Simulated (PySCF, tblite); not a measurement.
# C₃H₁₁OSi₃ radical: geometry, infrared bands and EPR parameters

Aim: predict the infrared bands and EPR parameters of C₃H₁₁OSi₃ radical (`[SiH2]O[SiH2]C[SiH]1CC1`).

Computed with tblite 0.8.0 and PySCF 2.14.0, with density-fitted response routines of our own, on a single molecule in the gas phase. Atoms count from 0, in the outputs and in this text.

**1. The molecule as given**

18 atoms, charge 0, multiplicity 2; geometry from: force field or distance geometry start.

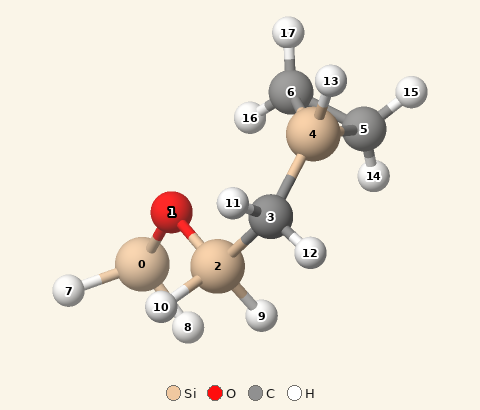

The starting geometry (silicon light orange, oxygen red, carbon grey, hydrogen white), atoms numbered.

**2. Relaxing the molecule with GFN2-xTB**

The job: settings as JSON, then the geometry in Å.

```
{"job": {"kind": "relax", "xc": "GFN2-xTB", "basis": "xTB"}, "charge": 0, "multiplicity": 2}
Si    -2.764100     1.494000     0.240400
O     -1.449100     0.480100     0.611900
Si    -1.366200    -0.754700    -0.584100
C      0.207900    -1.699700    -0.571700
Si     1.715500    -0.745800    -0.181600
C      2.098200     0.880300    -0.966800
C      1.662300     0.980300     0.486400
H     -3.987700     1.053300     0.946500
H     -3.051400     1.422500    -1.186600
H     -1.630900    -0.104400    -1.880700
H     -2.458400    -1.706000    -0.243700
H      0.082000    -2.524100     0.198100
H      0.322100    -2.258600    -1.520100
H      2.853400    -1.541600     0.343500
H      1.468100     1.332600    -1.748500
H      3.191900     1.032000    -1.153100
H      0.677500     1.470400     0.664600
H      2.420200     1.195600     1.269100
```

On the command line:

```bash
> OMP_NUM_THREADS=1 python probes_run.py task.json out
```

This one command runs all jobs of the session in turn.

Log:

```text
step      E/eV     max force
  0    -577.58204    2.703
  1    -577.88130    1.775
  2    -577.96723    0.836
  3    -578.03371    1.045
  4    -578.10918    0.712
  5    -578.15743    0.547
  6    -578.19918    0.578
  7    -578.23943    0.541
  8    -578.27654    0.536
  9    -578.30548    0.396
 10    -578.32711    0.357
 11    -578.34498    0.374
 12    -578.36253    0.396
 13    -578.37981    0.324
 14    -578.39624    0.288
 15    -578.41173    0.326
 16    -578.42546    0.291
 17    -578.43743    0.252
 18    -578.44856    0.279
 19    -578.45849    0.268
 20    -578.46655    0.285
 21    -578.47318    0.267
 22    -578.47959    0.197
 23    -578.48609    0.235
 24    -578.49213    0.206
 25    -578.49726    0.223
 26    -578.50206    0.220
 27    -578.50760    0.206
 28    -578.51351    0.174
 29    -578.51814    0.140
 30    -578.52101    0.099
 31    -578.52282    0.099
 32    -578.52423    0.118
 33    -578.52611    0.112
 34    -578.52998    0.162
 35    -578.53298    0.161
 36    -578.53599    0.138
 37    -578.53850    0.114
 38    -578.54111    0.129
 39    -578.54412    0.136
 40    -578.54760    0.146
 41    -578.55078    0.137
 42    -578.55325    0.106
 43    -578.55534    0.138
 44    -578.55750    0.140
 45    -578.55962    0.109
 46    -578.56119    0.092
 47    -578.56221    0.103
 48    -578.56342    0.108
 49    -578.56500    0.115
 50    -578.56918    0.132
 51    -578.57105    0.144
 52    -578.57354    0.112
 53    -578.57530    0.130
 54    -578.57702    0.116
 55    -578.57847    0.090
 56    -578.57990    0.106
 57    -578.58173    0.126
 58    -578.58417    0.111
 59    -578.58687    0.090
 60    -578.58886    0.092
 61    -578.59092    0.109
 62    -578.59350    0.143
 63    -578.59655    0.137
 64    -578.59790    0.254
 65    -578.60042    0.145
 66    -578.60275    0.094
 67    -578.60503    0.076
 68    -578.60747    0.081
 69    -578.60869    0.056
 70    -578.60932    0.049
 71    -578.60964    0.035
 72    -578.60992    0.035
 73    -578.61018    0.043
 74    -578.61045    0.042
 75    -578.61068    0.030
 76    -578.61089    0.030
 77    -578.61107    0.028
 78    -578.61119    0.022
 79    -578.61131    0.026
 80    -578.61144    0.031
 81    -578.61157    0.030
 82    -578.61166    0.022
 83    -578.61171    0.015
 84    -578.61175    0.015
 85    -578.61180    0.017
 86    -578.61183    0.011
 87    -578.61186    0.010
 88    -578.61188    0.017
 89    -578.61191    0.022
 90    -578.61196    0.024
 91    -578.61201    0.021
 92    -578.61205    0.013
 93    -578.61207    0.011
 94    -578.61209    0.015
 95    -578.61212    0.021
 96    -578.61218    0.023
 97    -578.61225    0.016
 98    -578.61230    0.014
 99    -578.61232    0.015
100    -578.61235    0.017
101    -578.61238    0.019
102    -578.61244    0.017
103    -578.61250    0.021
104    -578.61255    0.015
105    -578.61258    0.011
106    -578.61260    0.010
107    -578.61263    0.015
108    -578.61267    0.020
109    -578.61271    0.018
110    -578.61274    0.012
111    -578.61277    0.014
112    -578.61279    0.012
113    -578.61282    0.011
114    -578.61286    0.012
115    -578.61291    0.015
116    -578.61296    0.021
117    -578.61304    0.026
118    -578.61314    0.026
119    -578.61327    0.024
120    -578.61339    0.020
121    -578.61349    0.020
122    -578.61358    0.021
123    -578.61369    0.022
124    -578.61381    0.024
125    -578.61390    0.022
126    -578.61388    0.050
127    -578.61401    0.022
128    -578.61405    0.014
129    -578.61411    0.013
130    -578.61412    0.012
131    -578.61414    0.007
```

Run time: 1.3 s. Hardware: 1 thread of Arm Neoverse V1, shared host.

Along the way: (not every step is listed)

| step | energy from step 0 (eV) | largest force (eV/Å) |
| --- | --- | --- |
| 0 | 0.0000 | 2.7032 |
| 1 | -0.2993 | 1.7755 |
| 2 | -0.3852 | 0.8360 |
| 3 | -0.4517 | 1.0447 |
| 4 | -0.5271 | 0.7119 |
| 5 | -0.5754 | 0.5471 |
| 6 | -0.6171 | 0.5780 |
| 7 | -0.6574 | 0.5414 |
| 8 | -0.6945 | 0.5364 |
| 19 | -0.8764 | 0.2679 |
| 30 | -0.9390 | 0.0990 |
| 41 | -0.9687 | 0.1375 |
| 52 | -0.9915 | 0.1116 |
| 63 | -1.0145 | 0.1373 |
| 74 | -1.0284 | 0.0422 |
| 85 | -1.0298 | 0.0169 |
| 96 | -1.0301 | 0.0233 |
| 107 | -1.0306 | 0.0153 |
| 118 | -1.0311 | 0.0262 |
| 126 | -1.0318 | 0.0496 |
| 127 | -1.0320 | 0.0220 |
| 128 | -1.0320 | 0.0145 |
| 129 | -1.0321 | 0.0127 |
| 130 | -1.0321 | 0.0120 |
| 131 | -1.0321 | 0.0067 |

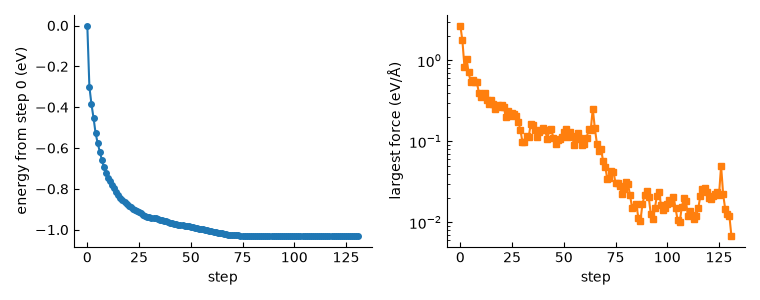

Energy and largest force along the relaxation.

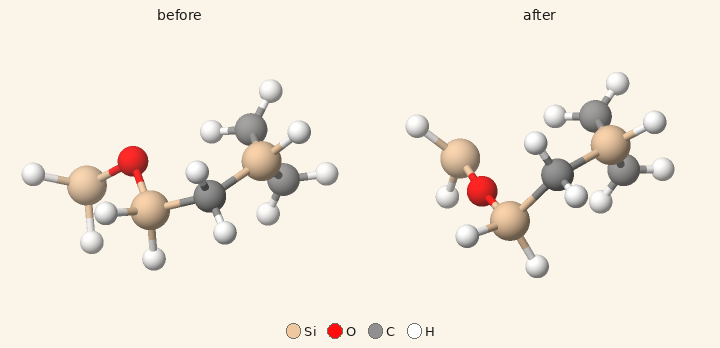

The geometry before (left) and after (right).

Distances of close pairs at the start and the end, largest changes first:

| bond | before (Å) | after (Å) | change (Å) |
| --- | --- | --- | --- |
| O1–Si2 | 1.721 | 1.612 | -0.109 |
| Si0–O1 | 1.702 | 1.625 | -0.076 |
| C3–Si4 | 1.826 | 1.892 | +0.066 |
| Si2–C3 | 1.836 | 1.901 | +0.065 |
| C3–H11 | 1.135 | 1.090 | -0.045 |
| C5–H15 | 1.120 | 1.081 | -0.039 |
| Si4–C5 | 1.846 | 1.882 | +0.036 |
| C6–H17 | 1.111 | 1.081 | -0.029 |

The next job starts from the end point, and lists it.

**3. Vibrational analysis with GFN2-xTB**

The job: settings as JSON, then the geometry in Å.

```
{"job": {"kind": "ir", "xc": "GFN2-xTB", "basis": "xTB"}, "charge": 0, "multiplicity": 2}
Si    -2.159206     1.578776     0.440235
O     -1.841973     0.211607    -0.379378
Si    -1.358556    -1.109094    -1.167870
C      0.147264    -1.874292    -0.295844
Si     1.647272    -0.743431    -0.066641
C      1.766242     0.916731    -0.945732
C      1.458706     1.019620     0.559989
H     -2.973080     1.197177     1.586343
H     -2.760976     2.506217    -0.507398
H     -1.027909    -0.688645    -2.530151
H     -2.502527    -2.025463    -1.139210
H     -0.153704    -2.250016     0.682506
H      0.460861    -2.746717    -0.867866
H      2.897757    -1.431320     0.247539
H      0.968636     1.234589    -1.602425
H      2.719133     1.319685    -1.258593
H      0.472733     1.410539     0.807198
H      2.230567     1.480354     1.160881
```

Log:

```text
mode    cm-1     km/mol
  1     -44.2      3.22
  2      36.8      0.22
  3      50.5      0.58
  4      69.3      2.16
  5      91.2      0.46
  6     112.2      0.91
  7     153.5     11.30
  8     184.8      4.44
  9     265.8      7.04
 10     465.5     53.00
 11     481.1     33.79
 12     524.1     16.08
 13     573.4     42.02
 14     588.0     12.28
 15     610.1     67.39
 16     628.3     18.26
 17     641.3    159.61
 18     673.9     61.08
 19     679.1     16.33
 20     708.2     63.61
 21     717.0    322.96
 22     735.1     30.33
 23     753.6     64.11
 24     782.8    303.75
 25     800.9    238.64
 26     847.1     35.34
 27     868.6     79.82
 28    1023.0     13.29
 29    1031.5     11.18
 30    1063.8      0.88
 31    1084.4     34.63
 32    1114.1    598.28
 33    1144.8     74.33
 34    1159.4      0.62
 35    1427.7      1.00
 36    1447.6      2.06
 37    1461.1      0.33
 38    2216.4    413.26
 39    2249.3    184.64
 40    2265.3    388.43
 41    2290.3    480.59
 42    2295.9    241.19
 43    2903.0      9.69
 44    2970.5     37.73
 45    2989.4     34.31
 46    3054.9     20.99
 47    3059.3     21.60
 48    3073.4     82.08
```

Wall time 0.89 s (1 thread of Arm Neoverse V1, shared host).

The strongest bands and the atoms that carry them (share of the mass-weighted mode):

| cm⁻¹ | km/mol | atoms |
| --- | --- | --- |
| 717 | 323.0 | H8 36 %, H7 35 % |
| 783 | 303.8 | H10 37 %, H9 36 %, Si2 14 % |
| 801 | 238.6 | H10 25 %, H9 25 %, Si2 18 % |
| 1114 | 598.3 | O1 76 %, Si2 10 % |
| 2216 | 413.3 | H10 79 %, H9 16 % |
| 2265 | 388.4 | H13 96 % |
| 2290 | 480.6 | H7 91 % |
| 2296 | 241.2 | H8 91 % |

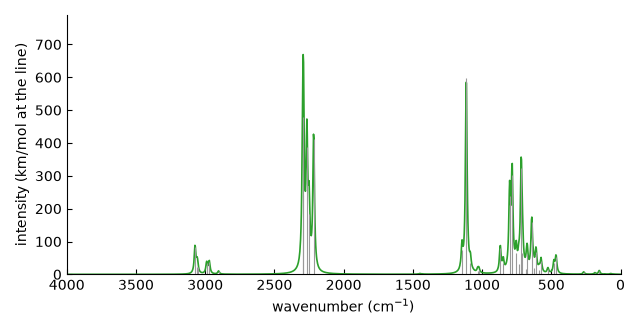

The infrared spectrum from these modes, unscaled. Lines are broadened to a width of 14 cm⁻¹ (Lorentzian).

**4. g tensor and hyperfine couplings: B3LYP/pcH-1**

The job, as its differences from that of step 3:

```diff
@@ -1,2 +1,2 @@
-{"job": {"kind": "ir", "xc": "GFN2-xTB", "basis": "xTB"}, "charge": 0, "multiplicity": 2}
+{"job": {"kind": "epr", "basis": "pcH-1"}, "charge": 0, "multiplicity": 2}
 Si    -2.159206     1.578776     0.440235
```

Method: UKS B3LYP, pcH-1 on C H O Si, non-relativistic, mean-field spin-orbit, GIAO.

Log:

```text
UKS, coarse grid
  cycle   1  E = -1064.49553313  |g| = 7.21e-01
  cycle   2  E = -1064.02116913  |g| = 1.28e+00
  cycle   3  E = -1064.68137560  |g| = 1.59e-01
  cycle   4  E = -1064.68967068  |g| = 6.89e-02
  cycle   5  E = -1064.69183726  |g| = 1.55e-02
  cycle   6  E = -1064.69195275  |g| = 4.36e-03
  cycle   7  E = -1064.69196211  |g| = 1.95e-03
  cycle   8  E = -1064.69196456  |g| = 4.38e-04
UKS, final grid
  cycle   1  E = -1064.69197543  |g| = 5.63e-04
  cycle   2  E = -1064.69197521  |g| = 8.83e-04
  cycle   3  E = -1064.69197559  |g| = 8.09e-05
  cycle   4  E = -1064.69197560  |g| = 2.00e-05
E = -1064.69197560 Eh   <S^2> = 0.7512 (exact 0.7500)
g shifts (ppm)      1          2          3
  rmc          -152       -152       -152
  gc             36         18         16
  oz_so        -755        -66       2044
  total        -871       -199       1908
hyperfine (MHz)  atom isotope    a_iso     a_fc   dipolar eigenvalues
    0  29Si    -573.16    -574.21   -157.47     78.59     78.89
    1   17O     -19.95     -19.87    -27.93     13.47     14.46
    2  29Si       1.85       1.84     -0.98      0.41      0.57
    3   13C       3.33       3.33     -0.41     -0.21      0.62
    4  29Si       0.45       0.45     -0.52     -0.00      0.52
    5   13C      -0.82      -0.82     -0.40     -0.29      0.69
    6   13C      24.47      24.47     -3.34     -3.23      6.57
    7    1H      95.34      95.34     -8.63      0.62      8.01
    8    1H      95.28      95.27     -8.65      0.64      8.01
    9    1H      -0.91      -0.91     -1.28     -1.08      2.36
   10    1H       7.68       7.67     -1.27     -0.91      2.19
   11    1H       0.26       0.26     -0.88     -0.86      1.73
   12    1H      -0.45      -0.45     -0.63     -0.55      1.18
   13    1H       0.16       0.16     -0.54     -0.41      0.95
   14    1H       2.16       2.16     -1.66     -1.50      3.16
   15    1H       1.12       1.12     -0.72     -0.67      1.39
   16    1H      -3.56      -3.56    -10.13     -9.58     19.72
   17    1H      -0.80      -0.80     -2.36     -1.01      3.37
```

Run time: 2 min. Hardware: 1 thread of Arm Neoverse V1, shared host; peak memory 1.1 GiB.

Principal g values 2.00145, 2.00212, 2.00423; g(iso) = 2.00260, against 2.00232 for a free electron.

Mean a(iso) over the nuclei that a row names, and the largest dipolar term of the row (other rows stand at the frozen geometry):

| nuclei | isotope | a(iso) (MHz) | a(iso) (G, at g = 2.0023) | largest dipolar term (MHz) |
| --- | --- | --- | --- | --- |
| Si0 | 29Si | -573.2 | -204.5 | -157.5 |
| H7, H8 | 1H | 95.3 | 34.0 | -8.6 |
| O1 | 17O | -19.9 | -7.1 | -27.9 |
| C5, C6 | 13C | 11.8 | 4.2 | 6.6 |
| H9, H10 | 1H | 3.4 | 1.2 | 2.4 |
| C3 | 13C | 3.3 | 1.2 | 0.6 |
| Si2 | 29Si | 1.8 | 0.7 | -1.0 |
| H14, H16 | 1H | -0.7 | -0.2 | 19.7 |
| Si4 | 29Si | 0.4 | 0.2 | 0.5 |
| H15, H17 | 1H | 0.2 | 0.1 | 3.4 |
| H13 | 1H | 0.2 | 0.1 | 1.0 |
| H11, H12 | 1H | -0.1 | 0.0 | 1.7 |

Mulliken spin populations:

Si0 0.83; O1 0.05; Si2 0.00; C3 0.00; Si4 0.00; C5 0.00; C6 0.02; H7 0.04; H8 0.04; H9 0.00; H10 0.01; H11 0.00; H12 0.00; H13 0.00; H14 0.00; H15 0.00; H16 0.01; H17 0.00

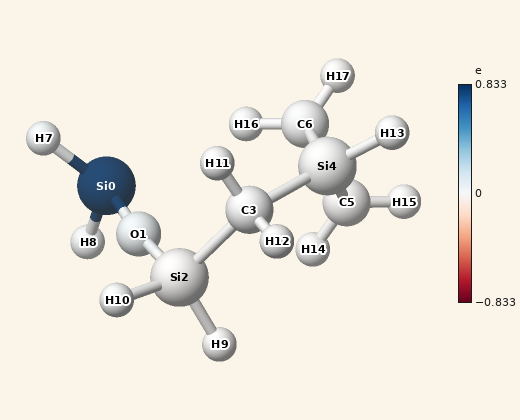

Mulliken spin populations, as colours on the atoms.

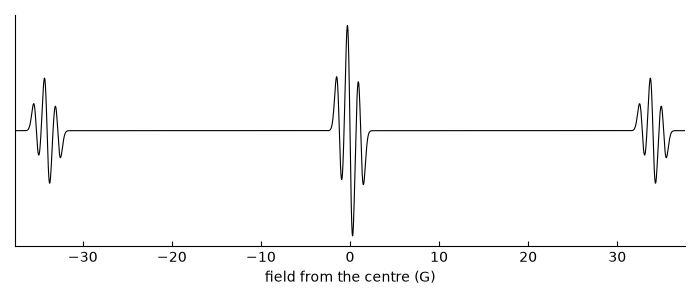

First-order isotropic spectrum (first derivative, main isotopes with spin only, couplings over 0.8 MHz, Gaussian width 0.3 G; couplings of the frozen geometry, rotation of groups not averaged beyond the rows shown).

The fields below are evaluated on a grid from the run's orbitals.

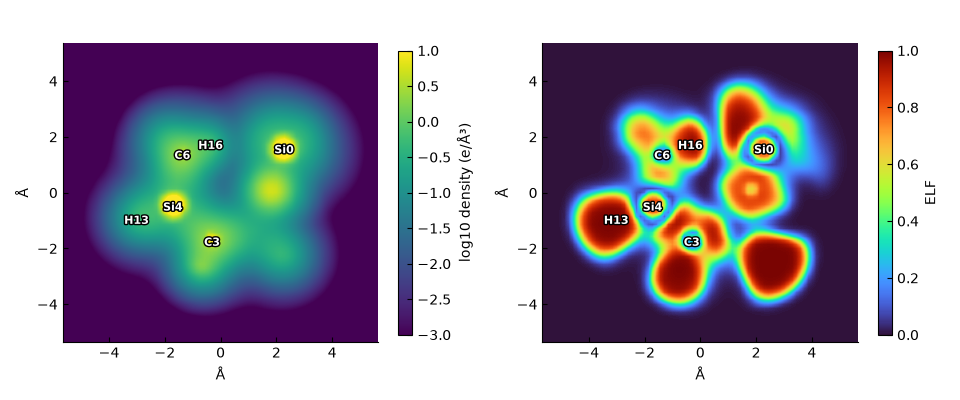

Density (left) and ELF (right) in a plane through or near 6 of the atoms.

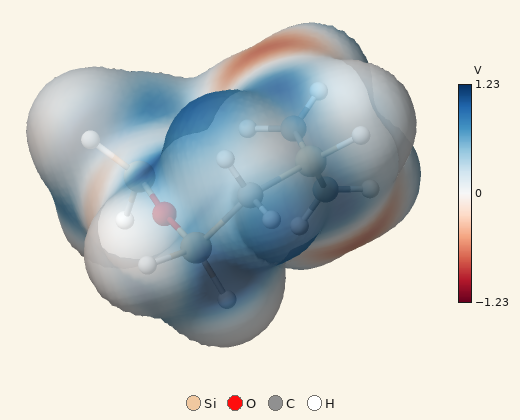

Electrostatic potential on the surface of density 0.002 e/bohr³; red is low, blue high. It runs from -0.54 to 1.23 V.

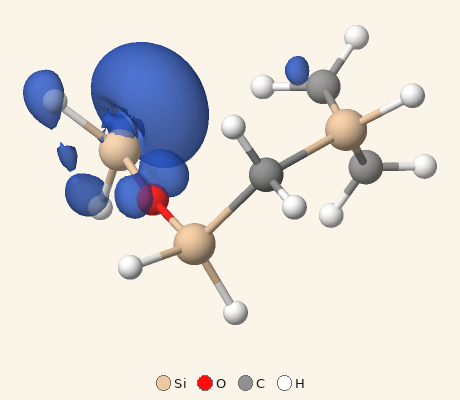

Spin density at ±0.04 e/Å³ (alpha excess blue, beta excess red).

**5. Results**

| quantity | value |
| --- | --- |
| strongest single infrared mode (GFN2-xTB) | 1114 cm⁻¹, 598 km/mol |
| zero-point energy (GFN2-xTB) | 77.7 kcal/mol |
| g(iso) (B3LYP) | 2.00260 |
| ⟨S²⟩ | 0.751 (exact 0.75) |
| largest a(iso) (averaged by class) | 29Si on Si0, -573.2 MHz |
| surface potential, least and greatest | -0.54 V and 1.23 V |

Relaxing lowered the energy by 1.032 eV in 131 steps; the close pair that moved most is O1–Si2, from 1.721 to 1.612 Å. The lowest mode is imaginary (44i cm⁻¹), so the xTB geometry is not a minimum. The strongest single mode, at 1114 cm⁻¹, moves mainly O1. GFN2-xTB is a fitted tight-binding method: band positions and strengths are rough. Its intensities can rank the bands wrongly. Most of the unpaired spin sits on Si0 (0.83 e). The isotropic g lies 0.3 ppt above the free-electron value.
